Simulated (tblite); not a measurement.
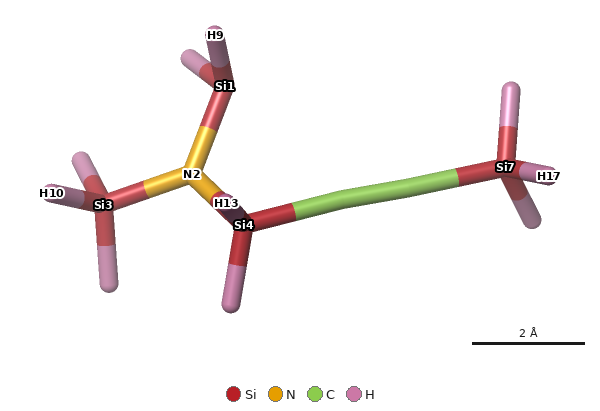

The structure as given in the input (stick view, seen at a tilt; atoms are numbered from 1 in the order of the input). Bond lengths as drawn: C–C 1.21 Å, C–Si 1.85 Å, H–Si 1.46 to 1.47 Å and N–Si 1.74 to 1.75 Å.

## Frequency calculation of C2H10NSi4

System: C2H10NSi4, multiplicity 2.
Method: GFN2-xTB harmonic vibrations, gas phase (tblite 0.8.0).

It belongs to a series of runs on one base structure; here: H removed from Si.

**The program's output**
```
mode    cm-1     km/mol
  1      11.6      0.01
  2      13.5      0.02
  3      47.0      0.08
  4      56.0      0.36
  5      69.2      2.99
  6     111.7      1.30
  7     130.9      0.70
  8     181.0      1.24
  9     192.3      3.82
 10     212.4      3.51
 11     248.2      1.28
 12     282.5      4.61
 13     453.0      4.70
 14     486.9     47.94
 15     514.2     16.92
 16     531.3     85.87
 17     534.6     30.44
 18     539.3     60.29
 19     549.4     28.80
 20     578.3     44.67
 21     592.9    121.32
 22     597.8     54.30
 23     708.9    565.68
 24     736.0    200.49
 25     771.6    240.42
 26     778.1     25.71
 27     786.0    336.92
 28     787.1    286.32
 29     787.7    180.77
 30     794.5    485.96
 31     821.8    328.15
 32     877.0    277.76
 33     935.5    299.43
 34     985.0    499.41
 35    2172.8    171.30
 36    2207.1    151.22
 37    2218.9    594.45
 38    2222.8     25.70
 39    2229.8    112.04
 40    2232.6    471.76
 41    2234.6    432.32
 42    2243.6    288.55
 43    2249.6    137.46
 44    2269.2    474.95
 45    2278.3    449.79
```

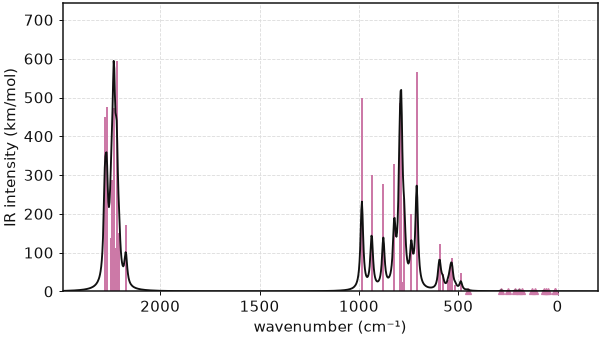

Harmonic infrared spectrum, unscaled: sticks (degenerate modes added up, dark ones marked on the axis) with a Lorentzian envelope of 16 cm⁻¹ full width, scaled to the tallest stick. 45 modes from 12 to 2278 cm⁻¹, none imaginary. The strongest line is at 2219 cm⁻¹ (594 km/mol).

This output came from the following input.

**The input**
```
{"job": {"kind": "ir", "xc": "GFN2-xTB", "basis": "xTB"}, "charge": 0, "multiplicity": 2}
Si    -1.357059     1.387565    -0.028196
N     -1.518950    -0.348046    -0.114568
Si    -2.987400    -1.150725    -0.583899
Si    -0.207406    -1.255718     0.604301
C      1.318134    -0.272999     0.247880
C      2.368483     0.287724     0.018307
Si     3.922768     1.206873    -0.365720
H     -2.275329     2.008671    -0.980679
H     -1.563720     1.862904     1.342260
H     -3.754197    -1.520664     0.610916
H     -3.743600    -0.208539    -1.404781
H     -2.622039    -2.344673    -1.343445
H     -0.392992    -1.372180     2.058488
H     -0.149157    -2.581875    -0.015346
H      3.624042     2.641831    -0.415876
H      4.428791     0.746104    -1.662401
H      4.902632     0.925777     0.688318
```

The first line tells a small driver script what to run in tblite; the rest is the geometry in Å.

Run as:
```bash
OMP_NUM_THREADS=1 python <driver script> task.json out
```

**Results in brief**

```json
{"quantity": "outcome", "value": "converged"}
{"quantity": "total energy", "value": "−521.4122 eV"}
{"quantity": "zero-point energy", "value": "58.9880 kcal/mol"}
{"quantity": "hardware", "value": "1 CPU thread, shared host"}
{"quantity": "wall time", "value": "0.89 s"}
{"quantity": "peak memory", "value": "0.18 GiB"}
```
